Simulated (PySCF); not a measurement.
**C2H12BNSi3: density, localisation and related maps**

```xyz
19

B     0.3932    1.4620   -1.8310
Si   -0.0479   -0.3470   -1.2263
N     1.3955   -0.8632   -0.3679
Si    2.6827    0.1490    0.1546
C    -1.5236   -0.4590   -0.0199
C    -2.6945   -0.9446   -0.4230
Si   -1.2932    0.1668    1.7471
H     0.1184    2.4039   -1.1941
H     0.8912    1.6571   -2.8705
H    -0.2681   -1.4313   -2.2163
H     1.3726   -1.7919    0.0225
H     3.9471   -0.5699   -0.0228
H     2.5565    0.5864    1.5513
H     2.5744    1.3093   -0.7456
H    -2.8500   -1.3079   -1.4294
H    -3.5576   -1.0057    0.2252
H    -0.8650    1.5701    1.7305
H    -0.2813   -0.6367    2.4418
H    -2.5603    0.0621    2.4814
```

Geometry: GFN2-xTB.

Theory: PySCF, PBE0/def2-SVPD, SCF density, gas phase.

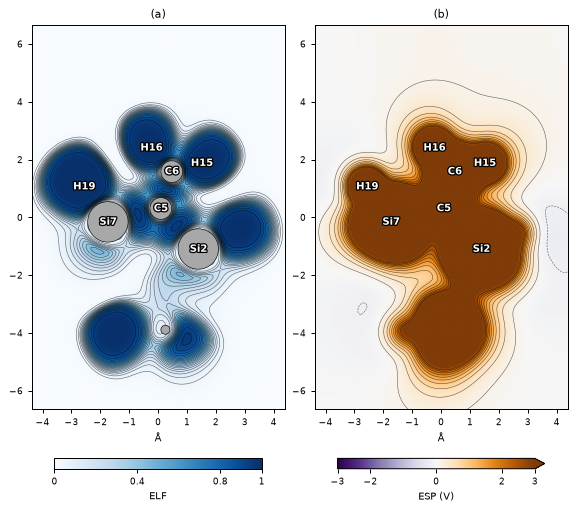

Figure 1. (a) ELF; (b) molecular electrostatic potential on the plane of atoms C6, C5 and Si7. Grey discs cover the atomic cores in the ELF map.

Question: What do the fields say about this system?

Answer:
- The plane passes through Si, C and H nuclei.
- C–C (1.33 Å): the ELF peaks at about 0.90 between the atoms: a multiple bond.
- C–Si (1.89 Å): the ELF peaks at about 0.95 between the atoms; a shared electron pair.
- C–H (1.08 Å): the ELF climbs to about 1 towards the hydrogen, as it does in any bond to H: a covalent bond by its length.
- The potential has no marked negative region in this plane.

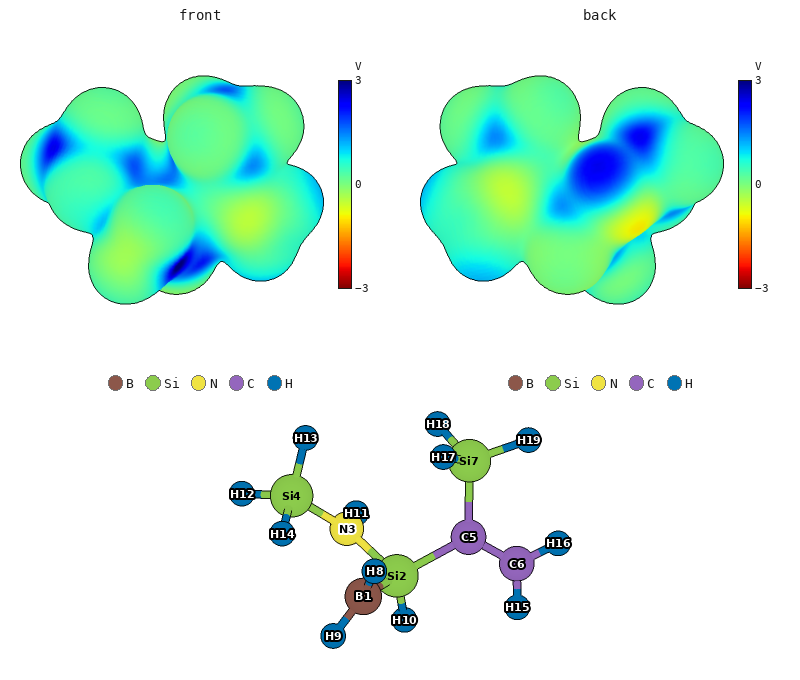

Figure 2. The electrostatic potential painted on the density surface at 0.004 e/bohr³, seen from the front and from behind; red is negative and blue positive. The bare structure is drawn below in the same view.

Question: Where is the surface potential most negative and most positive?

Answer: The most negative region (about −0.8 V) lies over N3, the most positive (about +2.6 V) over B1.
